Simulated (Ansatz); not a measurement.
# HfCdO3 (model cell, started as cubic perovskite with Hf in the octahedra): phonons and vibrational spectra, part 2 of 2

Wanted: phonon frequencies of HfCdO3 (model cell, started as cubic perovskite with Hf in the octahedra) and what follows from them.

Ansatz 0.2.0; DFT PBEsol, scalar-relativistic, plane waves, PAW; PAW set soft_1.

So far. Step 3 (Tight relaxation): The forces vanish by symmetry and the pressure is 0.003 GPa, within the tolerances set. The cell now holds 13.44 Å³/atom. The relaxed cell has a = 4.066 Å (conventional setting).

The structure was built from a prototype and need not be the compound's stable phase.

### 4. Modes at Γ

The zone centre comes first: it holds the modes that light can see, as far as symmetry allows. No field response is asked, since the mesh shows no gap.

File input.yaml:

```yaml
crystal:
  lattice:
    - [4.0659610577, 0.0, 0.0]
    - [0.0, 4.0659610577, 0.0]
    - [0.0, 0.0, 4.0659610577]
  atoms:
    - { symbol: Cd, position: [0.0, 0.0, 0.0] }
    - { symbol: Hf, position: [0.5, 0.5, 0.5] }
    - { symbol: O, position: [0.5, 0.5, 0.0] }
    - { symbol: O, position: [0.5, 0.0, 0.5] }
    - { symbol: O, position: [0.0, 0.5, 0.5] }
kpoints:
  mp_grid: { grid: [8, 8, 8] }
hamiltonian:
  xc: pbesol
  pseudopotentials: { kind: paw, azcp: { folder: soft_1 }, xc_functional: pbe }
scf:
  occupations: { method: methfessel_paxton, width: 0.2 }
output:
  eigenvalues: true
phonons:
  method: dfpt
```

Run with:

```
$ ansatz run input.yaml --threads 4 --pin off --max-ram 16384MiB --backend cpu --events-out ev --progress --plain --runs-dir out
```

Numbers of over 12 decimals in the logs are rounded to 6 here.

The log of the run:

```text
zone centre: on kpoints.mp_grid the ground state, and the responses unless they are solved on pairs of k-points, stand on 125 of the mesh's 512 k-points, reduced under 8 symmetry operations, with k and −k counted as one. Each operation leaves every solved displacement unchanged or reverses it
[...]
Crystal: 5 atoms, lattice volume = 67.219 Å³
Basis set: ecut = 420 eV, 1357 PW (Γ), exchange–correlation on 60×60×60 points (8 copies of the dense FFT grid, shifted against one another)
Bands: 39, of which v1, the nominal top of the filled ones, is band 32 counted from 1 (31 counted from 0)
Symmetry: 48 space group operations
k-points: 125 of 512 (irreducible under 8 space group operations)
[...]
SCF iter   1: F=—  HF=-25470.629282 eV  |F-HF|=—  |Δ(HF+E_count)|=         —  Δρ=9.09e-2  dr2=5.37e0  ethr=3.10e-3  ⟨swp⟩=4.7  Hψ=15231  notcnv=0
[...]
SCF iter  12: F=-25468.855717 eV  HF=-25468.855717 eV  |F-HF|=7.28e-12  |Δ(HF+E_count)|=  7.28e-12  S|Δr|=    0.00e0  Δρ=9.46e-8  dr2=4.40e-12  ethr=1.00e-12  ⟨swp⟩=10.5  Hψ=25154  notcnv=0
SCF 1 converged in 12 iterations: F = -25468.855717 eV  dr2 = 4.40e-12
[...]
DFPT response loops at Γ: preconditioner auto → Kerker (q_TF=auto, 2.706 Å⁻¹) (partly filled bands, converged f_vac=0.017); β = 1.00, the filter's whole step (`scf.mixing.beta` (0.50) is not read by the response loops under this deck's `scf.mixing.preconditioner`; to damp them name `kerker` or `kerker_dos`, under which they read `scf.mixing.beta`, and type it under 1.00, their step now; both keys bind the ground state too); Broyden in place of MSR1
SCF converged after 12 iterations
[...]
Free energy (F): -25468.855717 eV
[...]
Internal energy: -25468.861948 eV  (E = F + TS)
E sigma→0 (E₀):  -25468.857275 eV
Entropy (-TS):   0.006231 eV (1.246 meV/atom)
Fermi energy:    10.982319 eV
Step filling:    the computed levels leave a gap of 0.0000 eV = 0.0 smearing widths at the electron count; against every level under it full and every level over it empty, smearing changes F+E_penalty+E_count by +2.908 meV and its σ→0 estimate by +1.350 meV
[...]
--- Band table (eV; the first three rows and the last of 125) ---
  k-point 0: bands = [... 28 lower, 9.9346, 10.3012, 10.6364, 10.6364, 10.6364, 15.3779, 15.3779, 15.3779, ... 3 higher]
  k-point 1: bands = [... 28 lower, 9.8311, 9.9183, 10.5941, 10.5941, 11.0893, 15.3817, 15.7150, 15.7150, ... 3 higher]
  k-point 2: bands = [... 28 lower, 9.5970, 9.8795, 10.5566, 10.5566, 12.0575, 15.3907, 16.4788, 16.4788, ... 3 higher]
  k-point 124: bands = [... 28 lower, 6.8128, 10.8976, 10.8976, 10.8976, 11.5011, 19.2157, 19.2157, 19.2157, ... 3 higher]
--- Phonons (Γ-DFPT): 4 representative perturbations + reference, on 125 of 512 k-points (Σ response iterations 12) ---
  k mesh reduced under 8 symmetry operations, with k and −k counted as one. Each operation leaves every solved displacement unchanged or reverses it
  ASR residual: 7.800e-5 → 0.000e0 eV/Å²; symmetrization residual: 6.549e-6 eV/Å²
  ASR residual per site (eV/Å²): 2.20e-6 7.80e-5 1.10e-5 1.10e-5 1.10e-5
  Γ frequencies (cm⁻¹): -240.35 -240.35 -240.35 -156.74 -156.74 -156.74 0.00 0.00 0.00 122.43 122.43 122.43 636.97 636.97 636.97
  non-analytic LO–TO correction: not included (Born effective charges unavailable; polar crystals: no LO–TO splitting at Γ)
```

Wall time 48 s (4 threads of Arm Neoverse V1, shared host); peak memory 1.3 GiB.

Reading the cycles: dr2 is the Hartree energy of the density residual (eV), the measure of convergence; HF is the Harris–Foulkes estimate of the energy, which meets the free energy F at convergence.

This step gave:

```yaml
sum_rule_residual_before_enforcement: 7.80e-5 eV/Å²
point_group: m-3m
highest_optical_mode_at_the_zone_centre_no_lo_to_term: 637.0 cm⁻¹
lowest_optical_zone_centre_mode: -240.3 cm⁻¹
```

Patterns of degenerate modes are one choice out of their space. Modes at Γ, with each element's share of the kinetic energy (negative means imaginary):

```csv
mode,frequency (cm⁻¹),symmetry,Cd %,Hf %,O %
1,-240.3,T2u,0,0,100
2,-240.3,T2u,0,0,100
3,-240.3,T2u,0,0,100
4,-156.7,T1u,37,1,62
5,-156.7,T1u,37,1,62
6,-156.7,T1u,37,1,62
7,0.0,acoustic,33,53,14
8,0.0,acoustic,33,53,14
9,0.0,acoustic,33,53,14
10,122.4,T1u,29,43,28
11,122.4,T1u,29,43,28
12,122.4,T1u,29,43,28
13,637.0,T1u,0,3,97
14,637.0,T1u,0,3,97
15,637.0,T1u,0,3,97
```

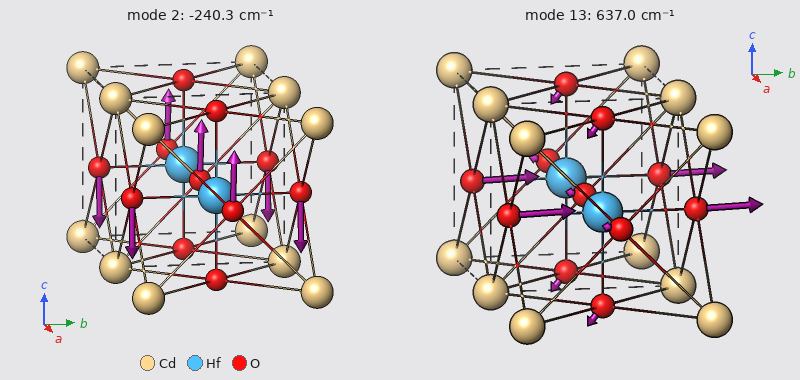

Displacement patterns of modes 2 and 13 at Γ; arrows are exaggerated. 2×1×1 cells are drawn. Some periodic images of atoms are drawn too.

Before it was imposed, the acoustic sum rule was missed by 7.8e-5 eV/Å². Small misses are needed for a sound result but don't prove that mesh and cutoff are converged. The lowest optical mode is imaginary, 240.3i cm⁻¹, so the energy falls along it.

### 5. Response at finite wavevector

Stability and thermal properties need the whole zone. Linear response on a 4×4×4 q mesh gives force constants as far as a supercell of that size would.

Edit input.yaml of step 4 so:

```diff
@@ -22 +22,8 @@
   method: dfpt
+  qmesh: [4, 4, 4]
+  temperatures: { t_max: 1000, t_step: 50 }
+  qpath:
+    path:
+      - [[0.0, 0.0, 0.0], [0.0, 0.5, 0.0], [0.5, 0.5, 0.0], [0.0, 0.0, 0.0], [0.5, 0.5, 0.5], [0.0, 0.5, 0.0]]
+      - [[0.5, 0.5, 0.5], [0.5, 0.5, 0.0]]
+    npoints: 10
```

The log of the run:

```text
[...]
Crystal: 5 atoms, lattice volume = 67.219 Å³
Basis set: ecut = 420 eV, 1357 PW (Γ), exchange–correlation on 60×60×60 points (8 copies of the dense FFT grid, shifted against one another)
Bands: 39, of which v1, the nominal top of the filled ones, is band 32 counted from 1 (31 counted from 0)
Symmetry: 48 space group operations
k-points: 35 of 512
[...]
SCF iter   1: F=—  HF=-25470.629279 eV  |F-HF|=—  |Δ(HF+E_count)|=         —  Δρ=9.09e-2  dr2=5.37e0  ethr=3.10e-3  ⟨swp⟩=4.7  Hψ=4287  notcnv=0
[...]
SCF iter  12: F=-25468.855717 eV  HF=-25468.855717 eV  |F-HF|=1.09e-11  |Δ(HF+E_count)|=  1.09e-11  S|Δr|=    0.00e0  Δρ=9.48e-8  dr2=4.41e-12  ethr=1.00e-12  ⟨swp⟩=10.3  Hψ=7035  notcnv=0
SCF 1 converged in 12 iterations: F = -25468.855717 eV  dr2 = 4.41e-12
[...]
SCF iter   4: F=-25468.855717 eV  HF=-25468.855717 eV  |F-HF|=7.28e-12  |Δ(HF+E_count)|=  7.28e-12  S|Δr|=    0.00e0  Δρ=3.42e-8  dr2=6.66e-13  ethr=1.00e-12  ⟨swp⟩=3.6  Hψ=3193  notcnv=0
SCF 2 converged in 4 iterations: F = -25468.855717 eV  dr2 = 6.66e-13
phonons: the bands overlap, so this run is a metal and interpolates without the dipole-dipole term. If the crystal is really an insulator or semiconductor, its LO-TO splitting is missing
NSCF: frozen V_eff on 35 k-points
[...]
DFPT response loops at q = (0, 0, 0) (fractional): preconditioner auto → Kerker (q_TF=auto, 2.706 Å⁻¹) (partly filled bands, converged f_vac=0.017); β = 1.00, the filter's whole step (`scf.mixing.beta` (0.50) is not read by the response loops under this deck's `scf.mixing.preconditioner`; to damp them name `kerker` or `kerker_dos`, under which they read `scf.mixing.beta`, and type it under 1.00, their step now; both keys bind the ground state too); Broyden in place of MSR1
[...]
SCF converged after 12 iterations
[...]
Free energy (F): -25468.855717 eV
[...]
Internal energy: -25468.861948 eV  (E = F + TS)
E sigma→0 (E₀):  -25468.857275 eV
Entropy (-TS):   0.006231 eV (1.246 meV/atom)
Fermi energy:    10.982319 eV
[...]
--- Band table (eV; the first three rows and the last of 35) ---
  k-point 0: bands = [... 28 lower, 9.9346, 10.3012, 10.6364, 10.6364, 10.6364, 15.3779, 15.3779, 15.3779, ... 3 higher]
  k-point 1: bands = [... 28 lower, 9.8311, 9.9183, 10.5941, 10.5941, 11.0893, 15.3817, 15.7150, 15.7150, ... 3 higher]
  k-point 2: bands = [... 28 lower, 9.5970, 9.8795, 10.5566, 10.5566, 12.0575, 15.3907, 16.4788, 16.4788, ... 3 higher]
  k-point 34: bands = [... 28 lower, 6.8128, 10.8976, 10.8976, 10.8976, 11.5011, 19.2157, 19.2157, 19.2157, ... 3 higher]
--- Phonons (Γ-DFPT): 4 representative perturbations + reference (Σ response iterations 12) ---
  ASR residual: 7.756e-5 → 0.000e0 eV/Å²; symmetrization residual: 6.671e-6 eV/Å²
  ASR residual per site (eV/Å²): 7.89e-7 7.76e-5 1.02e-5 1.02e-5 1.02e-5
[...]
--- Phonons (arbitrary-q DFPT): 10 irreducible q on the 4×4×4 mesh ---
  q = [0.0000, 0.0000, 0.0000] (star 1, of the zone-centre solve; hermiticity 6.12e-7, symmetrization 3.74e-12): -240.35 -240.35 -240.35 -156.74 -156.74 -156.74 -0.00 -0.00 0.00 122.43 122.43 122.43 636.97 636.97 636.97
  q = [0.0000, 0.0000, 0.2500] (star 6, 9 solved perturbations in 1560 linear systems a pass and spin channel, the states on 200 of 512 k-point pairs; hermiticity 2.55e-7, symmetrization 2.98e-12): -226.83 -197.66 -197.66 -129.20 -129.20 -2.03 54.13 54.13 116.88 130.95 130.95 239.43 636.20 636.20 750.40
[...]
q = [0.0000, 0.2500, -0.5000] (star 12, 15 solved perturbations on 200 of 512 k-point pairs; hermiticity 3.56e-7, symmetrization 2.71e-14): -267.38 -143.66 -127.05 -87.34 -82.25 86.05 86.06 115.85 146.32 194.97 232.03 311.33 634.51 679.18 845.48
[...]
sum rule: each row above includes the acoustic sum rule's correction from the zone centre's row sums; it moved no ω² by more than (0.42 cm⁻¹)²
  mesh force constants: q→R imaginary residual 8.02e-19; ASR residual 7.756e-5 → 0.000e0 eV/Å²; symmetrization residual 1.776e-14 eV/Å²
  interpolated dispersion: 62 rows × 15 modes
  density of states and harmonic sums: on the 16×16×16 q-mesh, interpolated from the force constants of a 4×4×4 supercell (no non-analytic term)
  largest difference from the sums on the solved wave vectors: F 4.39e-2 eV, S 5.33e-5 and C_V 1.02e-5 eV/K
  zero-point energy: 0.205596 eV/cell   skipped modes (ω ≤ 0): 899, of them read as no rigid motion or as one in doubt: 896 (5.422e0 modes/cell left out, lowest -316.14 cm⁻¹)   left out of the sums: 3.62e-1 of the cell's modes: C_V's classical limit lies that fraction below 3 k_B per atom; for a crystal, a wire or a layer, F and S can be off by more, and a phonons.interpolated_qmesh denser along its periods is the remedy for the sampling
```

The job ended after 22 min (4 threads; peak memory 3.3 GiB; 86 min of CPU time).

Numbers from this step:

| Quantity | Value |
| --- | --- |
| sum-rule residual before enforcement | 7.76e-5 eV/Å² |
| lowest frequency on the path | -316.1 cm⁻¹ |
| highest frequency on the path or at a solved wavevector | 907.4 cm⁻¹ |
| lowest mode on the q mesh (acoustic modes at Γ apart) | -316.1 cm⁻¹ |

Frequencies (cm⁻¹) solved at each irreducible wavevector; negative means imaginary. Frequencies by wavevector, by row:

```csv
q in reciprocal lattice units,star,mode 1,mode 2,mode 3,mode 4,mode 13,mode 14,mode 15
0 0 0,1,-240.3,-240.3,-240.3,-156.7,637,637,637
0 0 0.25,6,-226.8,-197.7,-197.7,-129.2,636.2,636.2,750.4
0 0 -0.5,3,-211.2,-171.9,-171.9,-103.2,635.1,635.1,816.1
0 0.25 0.25,12,-256.4,-144.9,-144.8,-128.3,635.5,672,804
0 0.25 -0.5,12,-267.4,-143.7,-127,-87.3,634.5,679.2,845.5
0 -0.5 -0.5,3,-316.1,-137.4,-137.4,-55.2,633.7,698.1,874
0.25 0.25 0.25,8,-264.7,-212.9,-212.9,-95.3,670.4,670.4,838.8
0.25 0.25 -0.5,12,-276.8,-222.8,-221,-91.2,668.3,681.9,867.2
0.25 -0.5 -0.5,6,-314.6,-245.3,-245.3,-86.3,671.3,694.2,889.4
-0.5 -0.5 -0.5,1,-313.1,-313.1,-313.1,-87.3,690.9,690.9,907.4
```

Interpolated from a 4×4×4 q mesh. Phonon branches along the path, in cm⁻¹:

```csv
point,branch 1,branch 2,branch 3,branch 4,branch 12,branch 13,branch 14,branch 15
Γ,-240,-240,-240,-157,122,637,637,637
X,-211,-172,-172,-103,297,635,635,816
M,-316,-137,-137,-55,326,634,698,874
Γ,-240,-240,-240,-157,122,637,637,637
R,-313,-313,-313,-87,317,691,691,907
X,-211,-172,-172,-103,297,635,635,816
jump to R,-313,-313,-313,-87,317,691,691,907
M,-316,-137,-137,-55,326,634,698,874
```

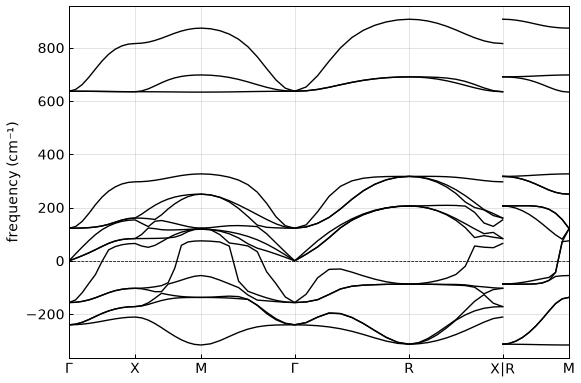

Phonon branches along the path.

The phonon density of states has structure finer than the step of the table below, so its rows give means over 50 cm⁻¹, whole bins alone (the curve runs from -315 to 905 cm⁻¹). Peaks (cm⁻¹: height): -145.0: 0.0271, -85.0: 0.0579, 85.0: 0.0282, 195.0: 0.0335, 315.0: 0.0358, 635.0: 0.0390, 685.0: 0.0325.

Tetrahedra on a 16×16×16 mesh, mean over bins of 10 cm-1. Interpolated from a 4×4×4 q mesh. Phonon density of states against wavenumber; means over each step:

```csv
wavenumber (cm⁻¹),phonon density of states (1/cm⁻¹/cell)
-250,0.0164
-200,0.0175
-150,0.0218
-100,0.0321
-50,0.00897
0,0.00498
50,0.0135
100,0.0222
150,0.0290
200,0.0267
250,0.0159
300,0.0208
350,9.1e-4
400,0
450,0
500,0
550,0
600,0
650,0.0277
700,0.0131
750,0.00142
800,0.00454
850,0.0100
```

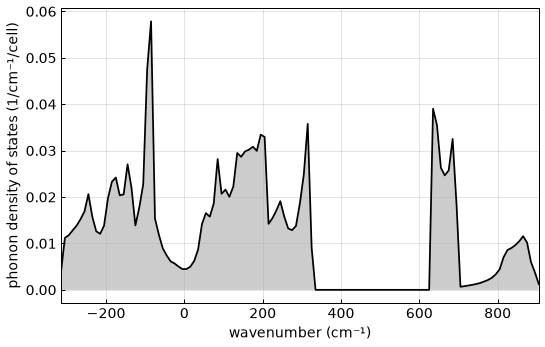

Phonon density of states, plotted against wavenumber.

The partial phonon density of states has structure finer than the step of the table below, so its rows give means over 50 cm⁻¹, whole bins alone (the curve runs from -324 to 943 cm⁻¹). Peaks (cm⁻¹: height): Cd -92.9: 0.0394, 50.6: 0.00703; Hf 194.0: 0.0206; O -244.4: 0.0184, -180.6: 0.0219, 313.6: 0.0237, 640.5: 0.0322, 863.7: 0.0107.

Phonopy on the run's constants, 15x15x15 mesh, Gaussian sigma 9.1 cm-1. Interpolated from a 4×4×4 q mesh. Partial phonon density of states against wavenumber; means over each step; values in 1/cm⁻¹/cell:

```csv
wavenumber (cm⁻¹),Cd,Hf,O
-250,5.9e-5,5.4e-5,0.0159
-200,7.6e-4,2.1e-4,0.0167
-150,0.00688,2.7e-4,0.0144
-100,0.0245,3.5e-4,0.00633
-50,0.00918,4.4e-4,0.00130
0,0.00275,4.7e-4,4.0e-4
50,0.00578,0.00630,0.00250
100,0.00303,0.0143,0.00488
150,0.00310,0.0152,0.00989
200,0.00200,0.0156,0.00926
250,0.00144,0.00395,0.0104
300,5.0e-4,0.00179,0.0173
350,3.6e-5,9.2e-5,0.00214
400,0,0,0
450,0,0,0
500,0,0,0
550,0,0,0
600,0,3.8e-5,0.00111
650,0,6.2e-4,0.0260
700,0,9.1e-5,0.0130
750,0,3.2e-5,0.00141
800,4.2e-6,6.0e-5,0.00448
850,6.9e-6,7.9e-5,0.00959
900,0,1.7e-5,0.00348
```

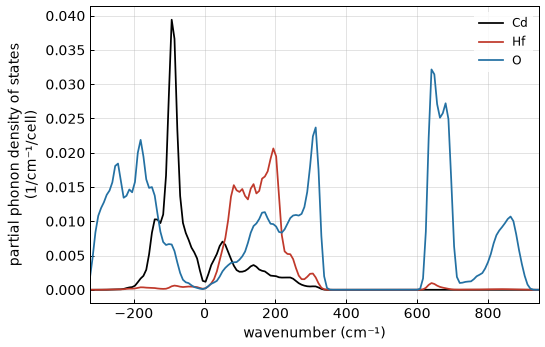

Partial phonon density of states, plotted against wavenumber.

Symmetry leaves 10 wavevectors to solve. The lowest mode among them, the acoustic zeros apart, lies at q = (0, -0.5, -0.5) and is imaginary, 316.1i cm⁻¹, so the energy falls along it.

### 6. Results

| Property | Result |
| --- | --- |
| space group after relaxation (within 0.01 Å) | Pm-3m |
| volume per atom | 13.4 Å³ |
| electronic character | no gap on this mesh |
| highest optical mode at the zone centre (no LO-TO term) | 637 cm⁻¹ |
| lowest optical zone-centre mode | -240 cm⁻¹ |
| lowest mode on the q mesh (acoustic modes at Γ apart) | -316 cm⁻¹ |
| highest frequency on the path or at a solved wavevector | 907 cm⁻¹ |
| imaginary modes on the 4×4×4 q mesh | yes |

**Reading.** Modes are clearly imaginary (beyond 10i cm⁻¹) at 10 of the 10 irreducible wavevectors, most at q = (0, -0.5, -0.5) (316.1i cm⁻¹), so this structure is not a minimum of the energy. The optical modes at Γ span -240 to 637 cm⁻¹ (negative means imaginary). The highest mode in this list at Γ, 637.0 cm⁻¹, is mostly motion of O (97 % of the kinetic energy). With no gap, or one that is small against the smearing, the frequencies hang on the k mesh and the smearing, most of all near Kohn anomalies. A semilocal functional can close a gap that the real compound would have, so the metallic treatment may be an artefact of the level. Spin-orbit coupling is left out, which can matter for the heavy elements here. The PAW files were made for PBE and serve the other functionals too. The starting cell was built on a prototype and not taken from a measurement, so the phase need not exist. These are harmonic frequencies at zero temperature: anharmonic shifts, linewidths and thermal expansion are left out.

[Logs are printed without paths, hosts, clocks, repeated set-up lines and the standing remarks that a program may print on its own settings, such as how far it seeks lower states.]

[Hosts, paths, dates, database ids (printed as entryN), source tags and the programs' standing remarks are cut or masked in the printed files.]
